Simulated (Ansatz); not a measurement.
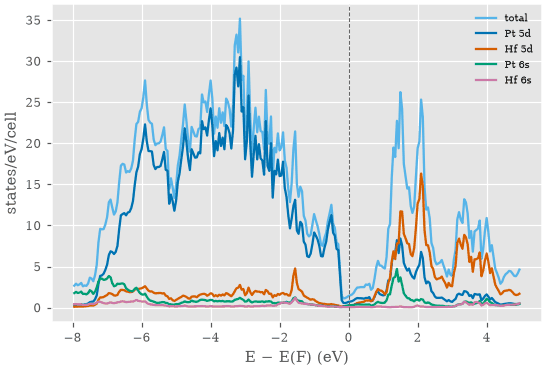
Figure: Total and projected density of states of HfPt$_{3}$ in space group P6_3/mmc (No. 194; Hf on 2a, Hf on 2c, Pt on 6g, Pt on 6h), r²SCAN (plane waves, PAW; program Ansatz)

### Question
Which orbitals carry the states next to the Fermi level?

### Answer
Within 0.5 eV of the Fermi level: Pt 5d 75 %, Hf 5d 10 %, Pt 6s 6 %, outside the projected shells 7 %. Projections are on Löwdin-orthogonalised atomic valence shells; empty p or d shells of many metals are not among them.

### Question
Where is the tallest occupied peak in this window, and what makes it?

### Answer
Near -3.1 eV, about 35 states/eV per cell; the largest projected share is Pt 5d.

The first step of the workflow began from a Materials Project structure, measured or hypothetical; the Crystallography Open Database files this formula in space group No. 194, but the cells were not matched. Whether it is the stable phase at ambient conditions was not checked. The r²SCAN relaxation kept the symmetry of its start; its stability against distortions is not shown here. The run is not spin-polarised. Spin–orbit coupling is left out wherever it is not named.

Potentials: the later of the program's two PAW sets.
